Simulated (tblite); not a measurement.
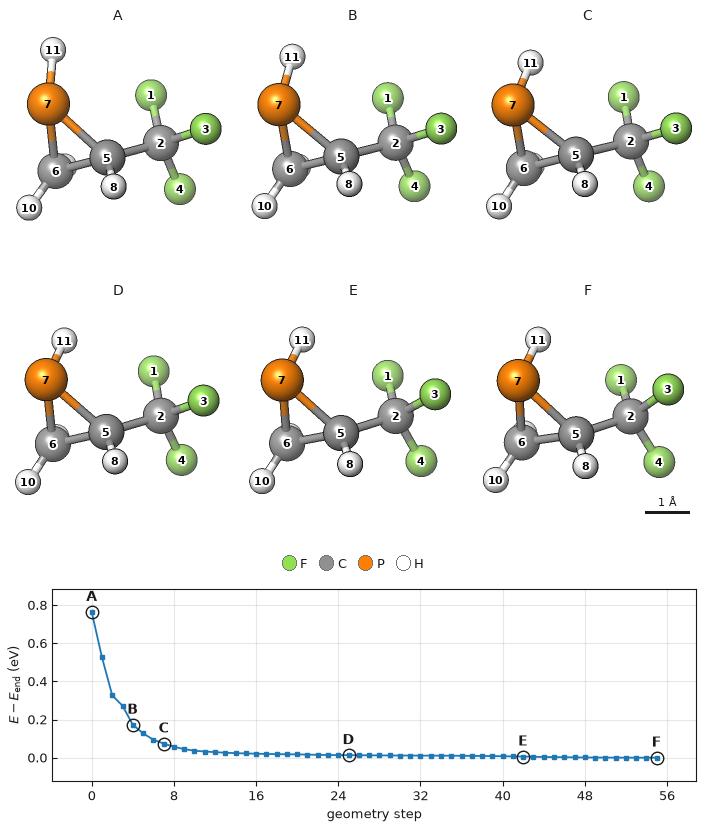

Frames of a relaxation of C₃H₄F₃P, marked on the history of the run. The picture is a ball-and-stick view, seen face on.

Theory: GFN2-xTB geometry optimisation, gas phase in tblite. 

### Describe the path.

Over 55 geometry steps the energy falls by 0.763 eV. The largest move after the best rigid fit is that of an H atom, 0.49 Å. Largest moves by element: H 0.49 Å, F 0.37 Å, P 0.19 Å, C 0.12 Å. Near-neighbour distances that change, for instance: C–F 1.390 → 1.343 Å, H–P 1.439 → 1.399 Å, C–H 1.121 → 1.086 Å, C–C 1.542 → 1.507 Å. Bond angles that change, for instance: C–P–H 120.2° → 95.0°, C–P–H 116.4° → 94.9°, C–C–C 110.4° → 118.5°. Groups turn about C–C by about 25°. From step 0 to 4: an H atom moves most (0.19 Å), energy −0.591 eV. From step 4 to 7: an H atom moves most (0.16 Å), energy −0.098 eV. From step 7 to 25: an H atom moves most (0.14 Å), energy −0.061 eV. From step 25 to 42: F atoms move most (0.16 Å), energy −0.007 eV. From step 42 to 55: F atoms move most (0.13 Å), energy −0.006 eV.

```csv
step,"E − E(0), eV"
0,0.0000
1,-0.2378
2,-0.4368
3,-0.4913
4,-0.5910
5,-0.6358
6,-0.6692
7,-0.6893
8,-0.7063
9,-0.7186
10,-0.7270
12,-0.7344
15,-0.7412
17,-0.7439
19,-0.7456
22,-0.7484
24,-0.7499
27,-0.7511
29,-0.7518
31,-0.7524
34,-0.7529
36,-0.7535
38,-0.7545
41,-0.7565
43,-0.7587
46,-0.7607
48,-0.7622
50,-0.7629
53,-0.7633
55,-0.7634
```
